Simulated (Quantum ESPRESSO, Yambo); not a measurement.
# Quasiparticle gap of SrTiO3 (Tausonite) in Yambo, part 3 of 3

How does a plane-wave GW calculation on SrTiO3 (Tausonite) run from the first input to the gap?

Quantum ESPRESSO 7.5 and Yambo 5.3.0; PBE and many-body steps on it, plane waves. Known limits of the many-body steps: not at the basis limit; no spin-orbit coupling; coarse k mesh.

So far. Step 3 (Bands along the symmetry lines): The gap is 1.908 eV, as in the run before at this level. Step 4 (Empty states on the mesh, 4×4×4 mesh, 107 bands): On this mesh the gap is 1.908 eV.

## Step 6: Screening and self-energy, 4×4×4 mesh, 107 bands, screening to 122.5 eV

G0W0 replaces the xc potential by the self-energy, built once from these orbitals. Only a window of levels is corrected, while the sums run over the empty bands that the input names.

This step: G0W0 on PBE, plane waves, norm-conserving pseudopotentials.

Input file gw1.in:

```
HF_and_locXC
gw0
dyson
ppa
em1d
rim_cut
RandQpts= 1000000
RandGvec= 1 RL
EXXRLvcs= 76 Ry
VXCRLvcs= 304 Ry
Chimod= "HARTREE"
% BndsRnXp
 1 | 107 |
%
NGsBlkXp= 9 Ry
% LongDrXp
 1 | 1 | 1 |
%
% GbndRnge
 1 | 107 |
%
DysSolver= "n"
ExtendOut
PPAPntXp= 27.21138 eV
% QPkrange
 10 | 10 | 19 | 22 |
 1 | 1 | 19 | 22 |
%
```

Command:

```console
> OMP_NUM_THREADS=1 mpirun -n 4 yambo -F gw1.in -J gw1 -C gw1 > gw1.log
```

What it wrote:

```text
 Yambo, version 5.3.0

 [02] CORE Variables Setup
 =========================

  [... cell, symmetries and grids as in the set-up ...]

  [02.05] Energies & Occupations
  ==============================

  [X] === General ===
  [X] Electronic Temperature                        :  0.000000  0.000000 [eV K]
  [X] Bosonic    Temperature                        :  0.000000  0.000000 [eV K]
  [X] Finite Temperature mode                       : no
  [X] El. density                                   :  0.67159E+24 [cm-3]
  [X] Fermi Level                                   :  10.04689 [eV]

  [X] === Gaps and Widths ===
  [X] Conduction Band Min                           :  1.907663 [eV]
  [X] Valence Band Max                              :  0.000000 [eV]
  [X] Filled Bands                                  :  20
  [X] Empty Bands                                   :   21  107
  [X] Direct Gap                                    :  2.262791 [eV]
  [X] Direct Gap localized at k                     :  1
  [X] Indirect Gap                                  :  1.907663 [eV]
  [X] Indirect Gap between kpts                     :  10   1
  [X] Last valence band width                       :  0.731989 [eV]
  [X] 1st conduction band width                     :  2.609048 [eV]

 [03] Transferred momenta grid and indexing
 ==========================================

 IBZ Q-points                                      :  10
 BZ  Q-points                                      :   64

 K/Q-points units:
 rlu = crystal or reduced units; cc = cartesian coordinates; iku = interal k-units

 Q [ 1]         [rlu]:  0.000000  0.000000  0.000000
 Q [ 2]         [rlu]:  0.000000  0.000000  0.250000
 Q [ 3]         [rlu]:  0.000000  0.000000 -0.500000
 Q [ 4]         [rlu]:  0.000000  0.250000  0.250000
 Q [ 5]         [rlu]:  0.000000  0.250000 -0.500000
 Q [ 6]         [rlu]:  0.000000 -0.500000 -0.500000
 Q [ 7]         [rlu]:  0.250000  0.250000  0.250000
 Q [ 8]         [rlu]:  0.250000  0.250000 -0.500000
 Q [ 9]         [rlu]:  0.250000 -0.500000 -0.500000
 Q [10]         [rlu]: -0.500000 -0.500000 -0.500000

 [04] Coloumb potential Random Integration (RIM)
 ===============================================

  [04.01] RIM initialization
  ==========================

  * Diagonal components only detected *

  8 x (sBL volume)        :  0.077143 [a.u.]
  sBZ random points       :  1000000
  Points outside the sBZ  :   7992674
  RL volume               :  0.617144 [a.u.]
  Integrated volume       :  0.617710 [a.u.]

  [04.02] RIM integrals
  =====================

  Gamma point sphere radius             :  0.077218 [a.u.]
  Points outside the sphere             :   799758
  [Int_sBZ(q=0) 1/q^2]*(Vol_sBZ)^(-1/3) =:  7.677921
                                 should be <:  7.795600

  Summary of Coulomb integrals for non-metallic bands |Q|[au] RIM/Bare

  Q [1] 0.100000E-4 0.984904 * Q [2] 0.212848 1.050352
  Q [4] 0.301012 1.048056 * Q [7] 0.368663 1.034451
  Q [3] 0.425695 1.019613 * Q [5] 0.475942 1.017752
  Q [8] 0.521368 1.015471 * Q [6] 0.602024 1.012155
  Q [9] 0.638543 1.010963 * Q [10] 0.737326 1.008585

 [05] Dipoles
 ============

  [05.01] Setup: observables and procedures
  =========================================

  [WARNING] [x,Vnl] slows the Dipoles computation. To neglect it rename the ns.kb_pp file

 [06] Dynamic Dielectric Matrix (PPA)
 ====================================

 [WR./gw1//ndb.pp]---------------------------------------------------------------
  Brillouin Zone Q/K grids (IBZ/BZ)                :   10   64   10   64
  RL vectors                                       :   5743 [WF]
  Coulomb cutoff potential                         : none
  Electronic Temperature                           :  0.000000 [K]
  Bosonic    Temperature                           :  0.000000 [K]
  PPA    diel. fun.  energies                      : Perdew, Burke & Ernzerhof(X)+Perdew, Burke & Ernzerhof(C)
  wavefunctions                                    : Perdew, Burke & Ernzerhof(X)+Perdew, Burke & Ernzerhof(C)
  Global Gauge                                     : length
  X matrix size                                    :  203
  X band range                                     :    1  107
  X e/h energy range                               : -1.000000 -1.000000 [eV]
  X Time ordering                                  : R
  X Hxc Kernel                                     : HARTREE
  X Drude frequency                                :  0.000000  0.000000
  X poles                                          :  100.0000 [o/o]
  RL vectors in the sum                            :   5743
  [r,Vnl] included                                 : yes
  Field direction                                  :  0.577350E-5  0.577350E-5  0.577350E-5
  BZ energy Double Grid                            : no
  BZ energy DbGd points                            : 0
  BZ Q point size factor                           : -1.000000
  X Optical Averaged directions                    : none

 [07] Local Exchange-Correlation + Non-Local Fock
 ================================================

 [VXC] Plane waves :   36041
 [EXS] Plane waves :   4553

 QP @ state[ 1 ] K range:  1  1
 QP @ state[ 1 ] b range:  19  22
 QP @ state[ 2 ] K range:  10  10
 QP @ state[ 2 ] b range:  19  22

 [xc] Functional : Perdew, Burke & Ernzerhof(X)+Perdew, Burke & Ernzerhof(C)
 [xc] LIBXC used to calculate xc functional
  PP Number of Atomic Species                      :  3
  NLCC RL compoments                               :   36041
  PP Number of Atomic Species                      :  3
  NLCC RL compoments                               :   36041

 [xc] E_xc :  -22.32465 [Ha]
      E_xc :  -44.64930 [Ry]

  Local XC kind (lXC) : Perdew, Burke & Ernzerhof(X)+Perdew, Burke & Ernzerhof(C)
  Non-Local XC kind (nlXC) : Hartree-Fock

  Corrections @ K [1] :  [eV]
 <19|nlXC|19> = -25.25794  0.65387E-17 <19|lXC|19> = -20.54185 -0.56645E-15
 <20|nlXC|20> = -25.25794  0.50188E-17 <20|lXC|20> = -20.54184  0.000000
 <21|nlXC|21> = -11.48489 -0.11116E-17 <21|lXC|21> = -18.88296  0.23602E-16
 <22|nlXC|22> = -11.48493 -0.22642E-17 <22|lXC|22> = -18.88296  0.28323E-15

  Corrections @ K [10] :  [eV]
 <19|nlXC|19> = -25.09237 -0.70496E-17 <19|lXC|19> = -20.19479 -0.56645E-15
 <20|nlXC|20> = -25.09238  0.61762E-17 <20|lXC|20> = -20.19479 -0.18882E-15
 <21|nlXC|21> = -12.96587  0.63845E-19 <21|lXC|21> = -21.98335  0.75527E-15
 <22|nlXC|22> = -12.96587 -0.73604E-18 <22|lXC|22> = -21.98335  0.18882E-15

  [07.01] Hartree-Fock occupations report
  =======================================

  [Hartree-Fock] === General ===
  [Hartree-Fock] Electronic Temperature             :  0.000000  0.000000 [eV K]
  [Hartree-Fock] Bosonic    Temperature             :  0.000000  0.000000 [eV K]
  [Hartree-Fock] Finite Temperature mode            : no
  [Hartree-Fock] El. density                        :  0.67159E+24 [cm-3]
  [Hartree-Fock] Fermi Level                        :  10.04689 [eV]

  [Hartree-Fock] === Gaps and Widths ===
  [Hartree-Fock] Conduction Band Min                :  1.989030 [eV]
  [Hartree-Fock] Valence Band Max                   : -0.043408 [eV]
  [Hartree-Fock] Filled Bands                       :  20
  [Hartree-Fock] Empty Bands                        :   21  107
  [Hartree-Fock] Direct Gap                         :  2.584165 [eV]
  [Hartree-Fock] Direct Gap localized at k          :  2
  [Hartree-Fock] Indirect Gap                       :  2.032438 [eV]
  [Hartree-Fock] Indirect Gap between kpts          :   9   2
  [Hartree-Fock] Last valence band width            :  5.027816 [eV]
  [Hartree-Fock] 1st conduction band width          :  11.54516 [eV]

 [08] Dyson equation: Newton solver
 ==================================

  [08.01] G0W0 (W PPA)
  ====================

  [  GW  ] Bands range     :    1  107
  [GW/PPA] G damping       :  0.100000 [eV]

  QP @ state[ 1 ] K range:  1  1
  QP @ state[ 1 ] b range:  19  22
  QP @ state[ 2 ] K range:  10  10
  QP @ state[ 2 ] b range:  19  22

   Sc/G bands                                       :    1  107
   Sc/G damping                                     :  0.100000 ev
   Sc bands terminator                              : no
   Sx RL components                                 :   4553

   QP @ state[ 1 ] K range                          :  1  1
   QP @ state[ 1 ] b range                          :  19  22
   QP @ state[ 2 ] K range                          :  10  10
   QP @ state[ 2 ] b range                          :  19  22
   GF energies kind                                 : Perdew, Burke & Ernzerhof(X)+Perdew, Burke & Ernzerhof(C)
   GF WF`s kind                                     : Perdew, Burke & Ernzerhof(X)+Perdew, Burke & Ernzerhof(C)
   Xs energies kind                                 : Perdew, Burke & Ernzerhof(X)+Perdew, Burke & Ernzerhof(C)
   Xs WF`s kind                                     : Perdew, Burke & Ernzerhof(X)+Perdew, Burke & Ernzerhof(C)

 [11] Game Over & Game summary
```

Wall time 1.8 min (4 MPI ranks of Arm Neoverse V1, shared host); peak memory 1.7 GiB; 7.2 min of CPU time.

Numbers from this step:

* G0W0 gap on the points computed: 3.489 eV
* starting gap on the mesh: 1.908 eV
* k of the valence top: -0.5, -0.5, -0.5
* k of the conduction bottom: 0, 0, 0
* least direct G0W0 gap on the computed points: 3.857 eV
* Z at the valence top: 0.7678
* Z at the conduction bottom: 0.7802

The gap on the mesh goes from 1.91 eV to 3.49 eV, a correction of +1.58 eV.

Limits: finite bands, cutoff and mesh; no spin-orbit coupling; coarse k mesh. v1 is the top filled band, c1 the lowest empty one. Levels before and after the correction, in eV, zero at the valence-band top of each column:

```tsv
	conduction bottom	valence top
Kohn-Sham	1.91	0.00
G0W0	3.49	0.00
```

```tsv
	level	energy (eV)
Kohn-Sham	Γ v2-v1	-0.355
Kohn-Sham	Γ c1-c2	1.908
Kohn-Sham	(-0.5 -0.5 -0.5) v2-v1	0.000
Kohn-Sham	(-0.5 -0.5 -0.5) c1-c2	4.517
G0W0	Γ v2-v1	-0.368
G0W0	Γ c1-c2	3.489
G0W0	(-0.5 -0.5 -0.5) v2-v1	0.000
G0W0	(-0.5 -0.5 -0.5) c1-c2	6.425
```

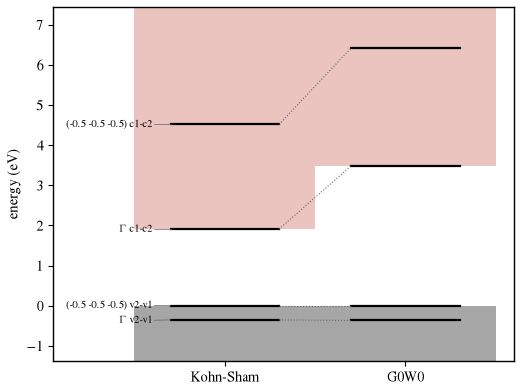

Levels before and after the correction. Shaded: valence and conduction bands.

## Step 7: Where the time went

Times are wall times on the hardware named with each run, good to a factor of about two.

```tsv
step	time	share	memory (GiB)
ground state	16 s	10 %	0.32
bands along the symmetry lines	11 s	7 %	0.26
empty states on the mesh	13 s	8 %	0.38
conversion and set-up	3.3 s	2 %	0.25
screening and self-energy	1.8 min	72 %	1.7
```

## Step 8: Summary of results

```yaml
pbe_gap: 1.91 eV, indirect
g0w0_gap_on_the_mesh: 3.49 eV
gw_settings: 4×4×4 mesh, 107 bands, screening to 122.5 eV, Godby-Needs plasmon pole
known_limits: not at the basis limit; no spin-orbit coupling; coarse k mesh
```

**Reading.** G0W0 moves the gap on the mesh from 1.91 eV to 3.49 eV (+1.58 eV), with Z of 0.77 and 0.78 at the edges. Only 2 of the mesh's irreducible points were corrected, so a valley elsewhere could overtake. The dearest step here is «screening and self-energy». Against experiment, by G0W0@PBE: the direct gap of 3.86 eV lies +0.09 eV from the measured 3.77 eV (direct, 300 K, 2013). An exciton line or allowed optical edge lies below the quasiparticle gap by the binding energy; a forbidden edge can push the onset above it. The calculation has static nuclei and no excitons; a measured gap holds zero-point and thermal motion, which mostly lowers it. Bands and cutoff are finite, so the gap is not at the basis limit. The miss can reach some tenths of an eV and take either sign; the mesh is an error of its own. In the G0W0 run levels were corrected at 2 k points alone, so a gap called «on the mesh» is the least over those, and an edge elsewhere would be missed. The 4×4×4 mesh is coarse for this cell, which bears on the long-range parts of exchange and screening. This is the ideal cubic cell; many perovskites, halides above all, are cubic only on average, and local tilts or off-centring can widen the gap. The many-body steps are scalar-relativistic: spin-orbit coupling is not in them.

[Paths, hosts, dates, memory and timing lines, banners, echoed tables and standing remarks are left out of the program output.]

[Logs are printed without paths, hosts, clocks, repeated set-up lines and the standing remarks that a program may print on its own settings, such as how far it seeks lower states.]

[Runs of the session that timed out or met a known fault of the program may be left out.]

[Hosts, paths, dates, database ids (printed as entryN), source tags and the programs' standing remarks are cut or masked in the printed files.]
